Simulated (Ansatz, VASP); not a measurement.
# Zn2As in two plane-wave programs

One calculation is typed for both programs; each brings its own data sets and cutoff. How far apart do they land? The cell is generated by rule, not measured, and may not be a known phase.

Method: plane waves, with VASP 6.6.1 beside it; relaxation of cell and atoms at PBE, in Ansatz 0.2.0.

**1. Starting point**

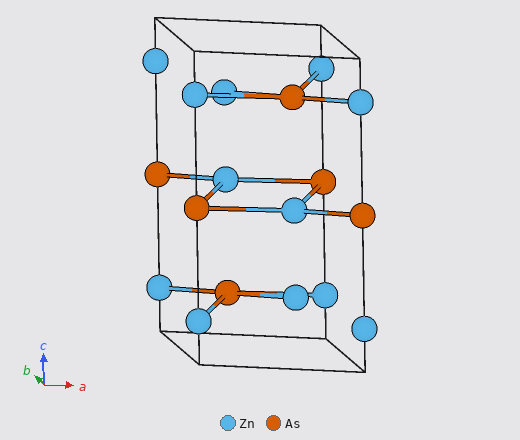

The cell as given, slightly off an axis (zinc blue, arsenic orange). This picture shows the conventional cell, with its axes. Bonds to atoms that aren't drawn are left out. Some periodic images of atoms are drawn too.

**2. VASP: relaxation of cell and atoms, PBE**

The relaxed volume is the usual yardstick between codes: its relative difference is about their pressure difference at one cell divided by the bulk modulus.

Lines of VASP's logs that name or quote its potential files are left out, and so is its time.

Contents of INCAR:

```
SYSTEM = Zn2As
PREC = Accurate
ENCUT = 400
EDIFF = 1E-06
NELM = 100
ISMEAR = -1
SIGMA = 0.05
LREAL = .FALSE.
ALGO = Normal
GGA = PE
LORBIT = 11
LWAVE = .FALSE.
LCHARG = .FALSE.
IBRION = 2
NSW = 60
ISIF = 3
EDIFFG = -0.01
```

Contents of POSCAR:

```
Zn2As
1.0
    2.3509165600      1.3573023100      2.8968634200
   -2.3509165600      1.3573023100      2.8968634200
    0.0000000000     -2.7146046100      2.8968634200
Zn As
2 1
Direct
    0.8612314400      0.8612314400      0.8612314400
    0.1387685600      0.1387685600      0.1387685600
    0.5000000000      0.5000000000      0.5000000000
```

Contents of KPOINTS:

```
Automatic mesh
0
Gamma
6 6 6
0 0 0
```

The projector-augmented-wave data sets are Zn and As (PBE family, release 64).

Command:

```
mpirun -np 1 vasp_std
```

Numbers of over 12 decimals in the logs are rounded to 6 here.

What it wrote:

```text
[banner, memory and clock lines left out]
running    1 mpi-ranks, on    1 nodes
 distrk:  each k-point on    1 cores,    1 groups
 distr:  one band on    1 cores,    1 groups

 POSCAR found type information on POSCAR ZnAs
 POSCAR found :  2 types and       3 ions
 LDA part: xc-table for (Slater+PW92), standard interpolation
 POSCAR, INCAR and KPOINTS ok, starting setup
 FFT: planning ... GRIDC
 FFT: planning ... GRID_SOFT
 FFT: planning ... GRID
 WAVECAR not read
 entering main loop
       N       E                     dE             d eps       ncg     rms          rms(c)
DAV:   1     0.120288611002E+03    0.12029E+03   -0.12181E+04  1152   0.174E+03
DAV:   2    -0.419935740435E+00   -0.12071E+03   -0.11845E+03  1170   0.302E+02
DAV:   3    -0.660281724585E+01   -0.61829E+01   -0.60581E+01  1282   0.752E+01
DAV:   4    -0.669439277873E+01   -0.91576E-01   -0.91370E-01  1258   0.784E+00
DAV:   5    -0.669500826758E+01   -0.61549E-03   -0.61527E-03  1258   0.579E-01    0.428E+00
DAV:   6    -0.627256008899E+01    0.42245E+00   -0.21263E+00  1494   0.302E+01    0.360E+00
DAV:   7    -0.626138968389E+01    0.11170E-01   -0.22904E-01  1220   0.688E+00    0.170E+00
DAV:   8    -0.625508968118E+01    0.63000E-02   -0.10056E-02  1192   0.951E-01    0.427E-01
DAV:   9    -0.625456274602E+01    0.52694E-03   -0.91896E-04  1488   0.358E-01    0.564E-02
DAV:  10    -0.625457784015E+01   -0.15094E-04   -0.16782E-04  1214   0.136E-01    0.137E-02
DAV:  11    -0.625457945092E+01   -0.16108E-05   -0.28912E-05  1210   0.921E-02    0.568E-03
DAV:  12    -0.625457865822E+01    0.79270E-06   -0.23096E-06   686   0.288E-02
   1 F= -.62545787E+01 E0= -.62494267E+01  d E =-.625458E+01
[... from here on, the cycles between the ionic steps are left out ...]
   2 F= -.63512455E+01 E0= -.63464395E+01  d E =-.966668E-01
   3 F= -.64820019E+01 E0= -.64777391E+01  d E =-.227423E+00
   4 F= -.66849288E+01 E0= -.66818649E+01  d E =-.430350E+00
   5 F= -.65794261E+01 E0= -.65763687E+01  d E =-.324847E+00
   6 F= -.67808996E+01 E0= -.67793093E+01  d E =-.526321E+00
   7 F= -.67677527E+01 E0= -.67653218E+01  d E =-.513174E+00
   8 F= -.68149460E+01 E0= -.68134792E+01  d E =-.560367E+00
   9 F= -.68168100E+01 E0= -.68152591E+01  d E =-.562231E+00
  10 F= -.67656709E+01 E0= -.67643311E+01  d E =0.511391E-01
  11 F= -.68270969E+01 E0= -.68256602E+01  d E =-.102870E-01
 curvature:  -0.61 expect dE=-0.115E-03 dE for cont linesearch -0.369E-04
 ZBRENT: interpolating
 opt :   0.8520  next Energy=    -6.827129 (dE=-0.103E-01)
 bond charge predicted
       N       E                     dE             d eps       ncg     rms          rms(c)
DAV:   1    -0.682793136011E+01   -0.83454E-03   -0.14345E-02  1232   0.205E+00    0.211E-01
DAV:   2    -0.682720881537E+01    0.72254E-03   -0.38482E-03  1214   0.134E+00    0.722E-02
DAV:   3    -0.682713523753E+01    0.73578E-04   -0.11340E-04  1268   0.131E-01    0.374E-02
DAV:   4    -0.682710945295E+01    0.25785E-04   -0.26055E-05  1358   0.436E-02    0.622E-03
DAV:   5    -0.682710819190E+01    0.12610E-05   -0.79147E-06  1310   0.340E-02    0.271E-03
DAV:   6    -0.682710808311E+01    0.10879E-06   -0.21235E-06   810   0.227E-02
  12 F= -.68271081E+01 E0= -.68256669E+01  d E =-.102981E-01
 curvature:  -0.52 expect dE=-0.845E-04 dE for cont linesearch -0.817E-06
[... the rest is left out ...]
```

OUTCAR, selected parts (step 2):

```text
ion  position               nearest neighbor table
   1  0.861  0.861  0.861-   2 2.41   3 2.73   3 2.73   3 2.73   2 2.76   2 2.76   2 2.76
   2  0.139  0.139  0.139-   1 2.41   3 2.73   3 2.73   3 2.73   1 2.76   1 2.76   1 2.76
   3  0.500  0.500  0.500-   2 2.73   1 2.73   2 2.73   2 2.73   1 2.73   1 2.73

  LATTYP: Found a trigonal (rhomboedric) cell.
 ALAT       =     3.9699994845
 COS(alpha) =     0.2986682096

 Subroutine GETGRP returns: Found 12 space group operations
 (whereof 12 operations were pure point group operations)

The static configuration has the point symmetry D_3d.

 Found     32 irreducible k-points:

   k-points           NKPTS =     32   k-points in BZ     NKDIM =     32   number of bands    NBANDS=     18

   dimension x,y,z NGX =    28 NGY =   28 NGZ =   28
   dimension x,y,z NGXF=    56 NGYF=   56 NGZF=   56

   ENCUT  =  400.0 eV  29.40 Ry    5.42 a.u.   6.47  6.47  6.47*2*pi/ulx,y,z

   NELECT =      29.0000    total number of electrons

 k-points in reciprocal lattice and weights: Automatic mesh
   0.00000000  0.00000000  0.00000000       0.005
   0.16666667 -0.00000000  0.00000000       0.028
   0.33333333  0.00000000  0.00000000       0.028
   0.50000000 -0.00000000  0.00000000       0.014
   0.16666667  0.16666667  0.00000000       0.028
   0.33333333  0.16666667  0.00000000       0.056
   0.50000000  0.16666667 -0.00000000       0.056
  -0.33333333  0.16666667 -0.00000000       0.056
  -0.16666667  0.16666667  0.00000000       0.028
[...]
-0.33333333  0.50000000  0.33333333       0.028
   0.50000000  0.50000000  0.50000000       0.005

 average (electrostatic) potential at core
       1 -36.4348       2 -36.4348       3 -51.5076

 E-fermi :   3.3421

 k-point     1 :       0.0000    0.0000    0.0000
  band No.  band energies     occupation
    ...
     11      -3.7074      2.00000
     12       1.2379      2.00000
     13       2.5064      2.00000
     14       2.5064      2.00000
     15       2.5395      2.00000
     16       4.6692      0.00000
     17       4.6692      0.00000
     18       7.5351      0.00000

 k-point     2 :       0.1667   -0.0000    0.0000
  band No.  band energies     occupation
    ...
     11      -3.6827      2.00000
     12      -0.3263      2.00000
     13       2.1381      2.00000
     14       2.1503      2.00000
     15       3.0654      1.99212
     16       5.4094      0.00000
     17       5.6848      0.00000
     18       7.8861      0.00000

 k-point     3 :       0.3333    0.0000    0.0000
  band No.  band energies     occupation
    ...
     11      -3.6873      2.00000
     12      -2.3636      2.00000
     13       1.6989      2.00000
     14       2.1127      2.00000
     15       3.1379      1.96684
     16       6.3469      0.00000
     17       6.8108      0.00000
     18       7.9343      0.00000

  Total       -0.0122084     -0.0122084     -0.0206465      0.0000000     -0.0000000      0.0000000
  in kB       -0.3463812     -0.3463812     -0.5857890      0.0000000     -0.0000000      0.0000000
  external PRESSURE =      -0.4261838 kB  Pullay stress =       0.0000000 kB

  energy-cutoff  :      400.00
  volume of cell :       56.47
      direct lattice vectors                 reciprocal lattice vectors
     2.340970925  1.351560195  2.974634244     0.213586591  0.123314276  0.112058595
    -2.340970925  1.351560195  2.974634244    -0.213586591  0.123314276  0.112058595
     0.000000000 -2.703120380  2.974634244     0.000000000 -0.246628552  0.112058595

 POSITION                                       TOTAL-FORCE (eV/Angst)
 -----------------------------------------------------------------------------------
      0.00000      0.00000      7.03494         0.000000      0.000000      0.001956
      0.00000      0.00000      1.88896        -0.000000     -0.000000     -0.001956
      0.00000      0.00000      4.46195         0.000000      0.000000     -0.000000
 -----------------------------------------------------------------------------------
    total drift:                                0.000000     -0.000000     -0.000000

  FREE ENERGIE OF THE ION-ELECTRON SYSTEM (eV)
  ---------------------------------------------------
  free  energy   TOTEN  =        -6.8272026954 eV

  energy  without entropy=       -6.8242453666  energy(sigma->0) =       -6.82572403

 reached required accuracy - stopping structural energy minimisation

 total charge
# of ion       s       p       d       tot
------------------------------------------
    1        0.611   0.341   9.745  10.697
    2        0.611   0.341   9.745  10.697
    3        1.256   1.448   0.039   2.743
--------------------------------------------------
tot          2.479   2.129  19.529  24.137

[... 3 further parts left out ...]
```

CONTCAR:

```
Zn2As
   1.00000000000000
     2.3409709254308204    1.3515601953093290    2.9746342442006291
    -2.3409709254308204    1.3515601953093290    2.9746342442006291
     0.0000000000000001   -2.7031203803894082    2.9746342440748306
  Zn              As
     2     1
Direct
     0.7883253210483003    0.7883253210483003    0.7883253210485108
     0.2116746789516996    0.2116746789516996    0.2116746789514892
     0.5000000000000000    0.5000000000000000    0.5000000000000000
```

**3. Ansatz: relaxation of cell and atoms, PBE**

Ansatz runs on its default PAW (the set named soft_2) files.

The same cell, functional, mesh and smearing now go to Ansatz, which takes its cutoff from its data sets.

Contents of input.yaml:

```yaml
crystal:
  lattice:
    - [2.35091656, 1.35730231, 2.89686342]
    - [-2.35091656, 1.35730231, 2.89686342]
    - [0.0, -2.71460461, 2.89686342]
  atoms:
    - { symbol: Zn, position: [0.86123144, 0.86123144, 0.86123144] }
    - { symbol: Zn, position: [0.13876856, 0.13876856, 0.13876856] }
    - { symbol: As, position: [0.5, 0.5, 0.5] }
hamiltonian:
  xc: pbe
  pseudopotentials: { kind: paw }
kpoints:
  mp_grid: { grid: [6, 6, 6] }
scf:
  occupations: { method: fermi_dirac, width: 0.05 }
relax:
  f_tol: 0.01
  max_steps: 60
  cell: { stress_tol: 0.05 }
output:
  forces: true
  stress: true
```

Command:

```
ansatz run input.yaml --threads 4 --pin off --max-ram 9216MiB --backend cpu --events-out ev --progress --plain --runs-dir out
```

What it wrote:

```text
Engine: ansatz 0.2.0, aarch64-unknown-linux-gnu
Pseudopotentials: kind: paw
Pseudopotential: Zn, paw, valence charge 12, recommended cutoff 420 eV (normal), Zn.paw.azcp
Pseudopotential: As, paw, valence charge 15, recommended cutoff 420 eV (normal), As.paw.azcp
Functional definition: PBE
  parameter kappa = 0.804
  parameter beta = 0.066725
  exchange = pbe_x(kappa = kappa, mu = beta*pi^2/3)
  correlation = pbe_c(beta = beta)
Crystal: 3 atoms, lattice volume = 55.462 Å³
Basis set: ecut = 420 eV, 1077 PW (Γ), exchange–correlation on 54×54×54 points (8 copies of the dense FFT grid, shifted against one another)
Bands: 24, of which v1, the nominal top of the filled ones, is band 20 counted from 1 (19 counted from 0)
Symmetry: 12 space group operations
Space group: R-3m (ITA 166), of the structure as read, at distance tolerance 3.8e-5 Å
k-points: 32 of 216
Non-local potential: Zn, projectors of the file, l = 0: 2, l = 1: 2, l = 2: 3, l = 3: 1
Non-local potential: As, projectors of the file, l = 0: 2, l = 1: 2, l = 2: 3, l = 3: 1
PAW form: soft (Blöchl's): semilocal exchange-correlation on the pseudo side does not see the compensation charge
PAW one-centre angular grid: Zn, 590 points (default); XC on 64 Gauss nodes
PAW one-centre angular grid: As, 590 points (default); XC on 64 Gauss nodes
Initial density: superposition of atomic densities (neutral atoms: chi_scale 0, normalization atom), corrected by the library's trained network
Initial wavefunctions: pseudopotential atomic-orbital guess
Functional: x = pbe(κ = 0.804, μ = 0.219515), c = pbe(β = 0.066725)
SCF iter   1: F=—  HF=-11493.566478 eV  |F-HF|=—  |Δ(HF+E_count)|=         —  Δρ=2.62e-3  dr2=4.42e-3  ethr=1.77e-3  ⟨swp⟩=5.9  Hψ=3668  notcnv=0
preconditioner: auto → Kerker (q_TF=auto, 2.573 Å⁻¹)  [metal: Δε(μ)=0.090 eV  Ē_g=10.366 eV  σ=0.050 eV  W_gap=0.42  n_scr=14 (ndim 8)  ℏωp=26.9 eV  f_vac=0.000  D(μ)=1.13/eV (n_scr^D=6)]
SCF iter   2: F=—  HF=-11493.565503 eV  |F-HF|=—  |Δ(HF+E_count)|=   9.74e-4  Δρ=1.46e-3  dr2=1.69e-3  ethr=1.13e-5  ⟨swp⟩=1.1  Hψ=1028  notcnv=0
SCF iter   3: F=—  HF=-11493.565286 eV  |F-HF|=—  |Δ(HF+E_count)|=   2.17e-4  Δρ=1.15e-3  dr2=4.29e-4  ethr=4.33e-6  ⟨swp⟩=2.0  Hψ=1196  notcnv=0
SCF iter   4: F=—  HF=-11493.564993 eV  |F-HF|=—  |Δ(HF+E_count)|=   2.92e-4  Δρ=2.03e-4  dr2=2.17e-5  ethr=1.10e-6  ⟨swp⟩=2.0  Hψ=1184  notcnv=0
SCF iter   5: F=—  HF=-11493.564997 eV  |F-HF|=—  |Δ(HF+E_count)|=   3.80e-6  Δρ=7.11e-5  dr2=2.48e-6  ethr=5.56e-8  ⟨swp⟩=2.0  Hψ=1392  notcnv=0
SCF iter   6: F=—  HF=-11493.564996 eV  |F-HF|=—  |Δ(HF+E_count)|=   1.13e-6  Δρ=2.64e-5  dr2=2.78e-7  ethr=6.37e-9  ⟨swp⟩=2.0  Hψ=1393  notcnv=0
SCF iter   7: F=—  HF=-11493.564996 eV  |F-HF|=—  |Δ(HF+E_count)|=   1.15e-7  Δρ=1.46e-5  dr2=1.02e-7  ethr=2.56e-10  ⟨swp⟩=4.9  Hψ=2902  notcnv=0
SCF iter   8: F=-11493.564996 eV  HF=-11493.564996 eV  |F-HF|=1.53e-9  |Δ(HF+E_count)|=   6.25e-8  Δρ=3.85e-6  dr2=6.54e-9  ethr=2.56e-10  ⟨swp⟩=4.0  Hψ=2750  notcnv=0
SCF 1 converged in 8 iterations: F = -11493.564996 eV  dr2 = 6.54e-9
  greatest PAW one-centre occupation: 0.999 electrons in one spin orbital (limit 2), on the As atom at site 2 (counted from 0), in its partial waves of l = 2
relax step   1: F+E_penalty+E_count = -11493.56499629 eV  Δ(F+E_penalty+E_count) = +0.000e0 eV  max|allowed force component| = 1.085e0 eV/Å  Δτ_max = 0.0000 Å  P = +0.070 GPa  Ω = 55.462 Å³  (8 SCF iters, dr2 threshold 1.00e-7 eV, accepted)
[... from here on, the SCF cycles and remarks between the steps are left out ...]
relax step   2: F+E_penalty+E_count = -11493.77206390 eV  Δ(F+E_penalty+E_count) = -2.071e-1 eV  max|allowed force component| = 9.586e-1 eV/Å  Δτ_max = 0.1018 Å  P = +0.628 GPa  Ω = 53.184 Å³  energy of the carried Pulay correction = +1.014e-3 eV  (8 SCF iters, dr2 threshold 3.00e-7 eV, accepted)
relax step   3: F+E_penalty+E_count = -11493.97251670 eV  Δ(F+E_penalty+E_count) = -2.005e-1 eV  max|allowed force component| = 2.915e-1 eV/Å  Δτ_max = 0.1698 Å  P = +1.377 GPa  Ω = 52.235 Å³  energy of the carried Pulay correction = +1.449e-3 eV  (7 SCF iters, dr2 threshold 3.00e-7 eV, accepted)
relax step   4: F+E_penalty+E_count = -11494.02924565 eV  Δ(F+E_penalty+E_count) = -5.673e-2 eV  max|allowed force component| = 3.135e-1 eV/Å  Δτ_max = 0.0694 Å  P = -2.027 GPa  Ω = 55.390 Å³  energy of the carried Pulay correction = +3.125e-5 eV  (6 SCF iters, dr2 threshold 3.00e-7 eV, accepted)
relax step   5: F+E_penalty+E_count = -11494.08808921 eV  Δ(F+E_penalty+E_count) = -5.884e-2 eV  max|allowed force component| = 1.342e-1 eV/Å  Δτ_max = 0.1168 Å  P = -0.885 GPa  Ω = 55.406 Å³  energy of the carried Pulay correction = +2.441e-5 eV  (6 SCF iters, dr2 threshold 3.00e-7 eV, accepted)
relax step   6: F+E_penalty+E_count = -11494.13769684 eV  Δ(F+E_penalty+E_count) = -4.961e-2 eV  max|allowed force component| = 5.876e-2 eV/Å  Δτ_max = 0.1471 Å  P = +0.554 GPa  Ω = 55.818 Å³  energy of the carried Pulay correction = -1.547e-4 eV  (7 SCF iters, dr2 threshold 3.00e-7 eV, accepted)
relax step   7: F+E_penalty+E_count = -11494.13659400 eV  Δ(F+E_penalty+E_count) = +1.103e-3 eV  max|allowed force component| = 5.681e-2 eV/Å  Δτ_max = 0.0779 Å  P = +0.011 GPa  Ω = 57.051 Å³  energy of the carried Pulay correction = -6.829e-4 eV  (7 SCF iters, dr2 threshold 3.00e-7 eV, rejected (line search))
relax step   8: F+E_penalty+E_count = -11494.14029165 eV  Δ(F+E_penalty+E_count) = -2.595e-3 eV  max|allowed force component| = 8.538e-3 eV/Å  Δτ_max = 0.0363 Å  P = -0.002 GPa  Ω = 56.632 Å³  energy of the carried Pulay correction = -5.047e-4 eV  (9 SCF iters, accepted)
relax step   9: F+E_penalty+E_count = -11494.14081451 eV  Δ(F+E_penalty+E_count) = -5.229e-4 eV  max|allowed force component| = 8.496e-3 eV/Å  Δτ_max = 0.0000 Å  P = -0.001 GPa  Ω = 56.632 Å³  stress off target by 4.07e-2 GPa  SCF on the basis re-selected at this cell (its energy is not comparable with the rows above)  (6 SCF iters)
basis re-selected at this cell: Δ(F+E_penalty+E_count) = -5.229e-4 eV, ΔP = +0.000 GPa vs the last step (what re-selecting the basis moved, of the pressure what is left beyond the Pulay correction that the steps carried, after the strain that the cell walked since its last selection, with what the two solves' SCF thresholds leave and, on support functions, any second-order correction that the steps lacked; it is no m [...]
SCF converged after 6 iterations
Free energy (F): -11494.140815 eV
Harris-Foulkes:  -11494.140815 eV  (|F-HF|=7.11e-10)
Internal energy: -11494.137671 eV  (E = F + TS)
E sigma→0 (E₀):  -11494.139243 eV
Entropy (-TS):   -0.003144 eV (-1.048 meV/atom)
Fermi energy:    9.582636 eV
--- Per-component energies (eV) ---
  E_band       = -174.622284
  E_kinetic    = 363.835629
  E_local      = -5035.143799  (includes V_loc(G=0)·N_el)
  E_nonlocal   = 554.565443
  E_hartree    = 2340.993778
  E_xc         = -353.175271
  E_vxc        = -182.475874  (∫ρ·V_xc dr)
  E_paw        = -5488.225848  (= ΣΔE_a)
  E_vpaw       = -557.390683  (= ΣTr[D̂ρ^β])
  E_aug_tail   = -0.000715  (compensation charges beyond the density's cutoff)
  E_ewald      = -3876.986887
  E_smearing   = -0.003144  (= −TS)
  E_closure    = -0.000000  (closes the sum)
  Σ components = -11494.140815   (vs F -11494.140815, Δ=0.00e0)
--- Forces (eV/Å), atoms counted from 1 ---
  atom   1  Zn    -0.00000000     0.00000000     0.00849615
  atom   2  Zn     0.00000000    -0.00000000    -0.00849615
  atom   3  As     0.00000000     0.00000000    -0.00000000
  max |Σ_I F_I| component: 6.01e-17 eV/Å
--- Stress (GPa, compression-positive) ---
       -0.022502       0.000000      -0.000000
        0.000000      -0.022502       0.000000
       -0.000000       0.000000       0.040713
  P = ⅓ Tr σ = -0.0014 GPa (-0.014 kbar)
--- Relaxed structure (8 steps of the walk, 7 accepted, 1 SCFs on fresh bases) ---
  F+E_penalty+E_count = -11494.14081451 eV   max|allowed force component| = 8.496e-3 eV/Å   (the final SCF, on the basis selected at the relaxed cell)
  cell:  # Å, volume = 56.6318 Å³
    - [2.341593, 1.351919, 2.981582]
    - [-2.341593, 1.351919, 2.981582]
    - [0, -2.703838, 2.981582]
  atoms:
    - { symbol: Zn, position: [0.787466, 0.787466, 0.787466] }
    - { symbol: Zn, position: [0.212534, 0.212534, 0.212534] }
    - { symbol: As, position: [0.500000, 0.500000, 0.500000] }
```

The job ended after 8.1 s (4 threads of Arm Neoverse V1, shared host; peak memory 0.39 GiB; 28 s of CPU time).

**4. Comparison**

Known differences besides the PAW data sets themselves: both relaxations stop at a tolerance, which leaves soft axes loose, and VASP keeps its plane-wave basis; the data sets hold 39 valence electrons in Ansatz (default PAW (the set named soft_2) files) and 29 in VASP; the cutoff is 420 eV in Ansatz and 400 eV in VASP; VASP leaves aspherical gradient terms in its spheres out (LASPH is not set), Ansatz keeps them; Ansatz adds a Pulay correction to the stress that steers its cell, VASP none. Total energies have different zeros and are not compared.

Compared:

| quantity | Ansatz | VASP | difference |
| --- | --- | --- | --- |
| volume (Å³) | 56.63 | 56.47 | +0.29 % |
| edge a after relaxation, in the typed setting (Å) | 4.025 | 4.019 | +0.14 % |

The walks stopped with 0.00 GPa left in Ansatz and -0.04 GPa in VASP; each walk ends within a tolerance, so the volume difference is uncertain by about these residues over the bulk modulus, most in soft cells.

**5. Outcome**

```json
{"difference in volume (relaxation of cell and atoms, PBE)": "0.29 %"}
```

What this shows: The difference in volume is 0.29 % (relaxation of cell and atoms, PBE), within the 1.2 % picked in this series as the mark of a large difference, as far as the stopping tolerances let one tell. How closely two codes agree says nothing of how well the functional describes the real material.

[Lines on the potential files, build, host, timing and source positions are cut from VASP's logs without a mark.]

[Logs are printed without paths, hosts, clocks, repeated set-up lines and the standing remarks that a program may print on its own settings, such as how far it seeks lower states.]

[Hosts, paths, dates, database ids (printed as entryN), source tags and the programs' standing remarks are cut or masked in the printed files.]
